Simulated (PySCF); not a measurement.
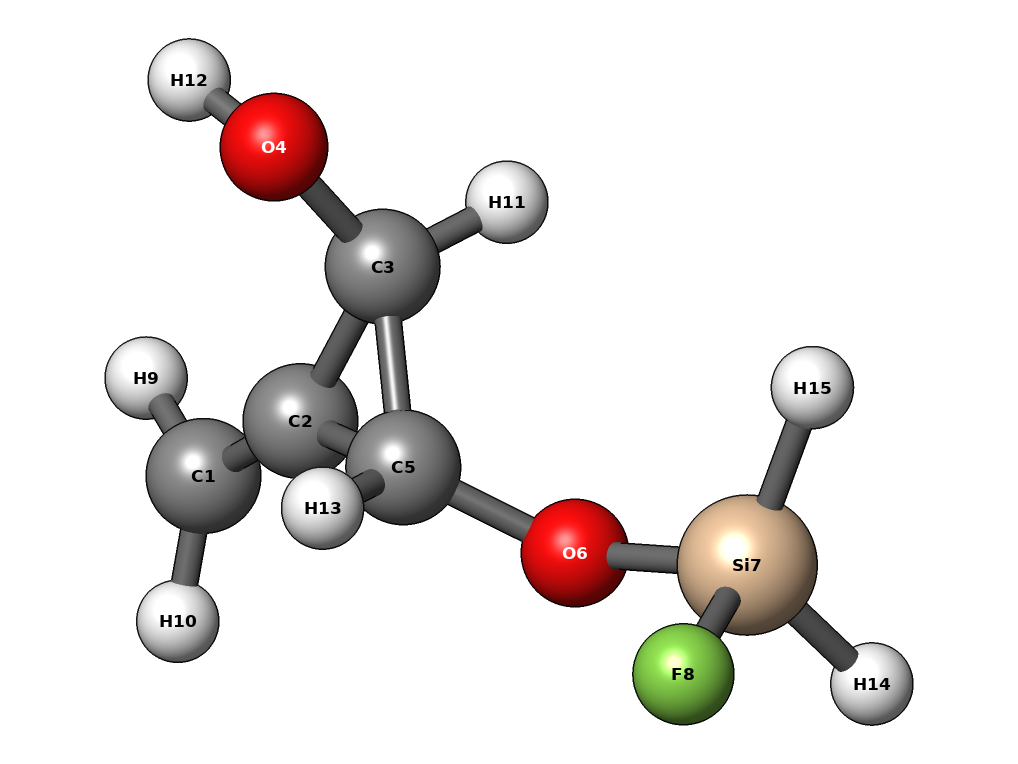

Every bond is drawn as one stick. The geometry was computed by an optimisation with GFN2-xTB. No frequency run is at hand to confirm it as a minimum. Method: PBE0/pcSseg-1 (PySCF 2.14.0).

### Which bond between heavy atoms has the highest Mayer bond order?

C1–C2, 2.06, at a length of 1.308 Å.

List the Mayer bond orders of C1–C2, C2–C3, C2–C5, C3–O4, C3–C5, C5–O6, O6–Si7, Si7–F8 (bonds between heavy atoms, one of each equivalent set).

| bond | Mayer order | length (Å) |
| --- | --- | --- |
| C1–C2 | 2.06 | 1.308 |
| C2–C3 | 0.87 | 1.476 |
| C2–C5 | 0.88 | 1.470 |
| C3–O4 | 1.00 | 1.392 |
| C3–C5 | 0.94 | 1.519 |
| C5–O6 | 0.88 | 1.382 |
| O6–Si7 | 1.02 | 1.611 |
| Si7–F8 | 0.92 | 1.610 |

The geometry is semi-empirical. Around Si such bond lengths and angles can be off by a tenth of an ångström or more and by several degrees, and values that hang on the shape move with them.
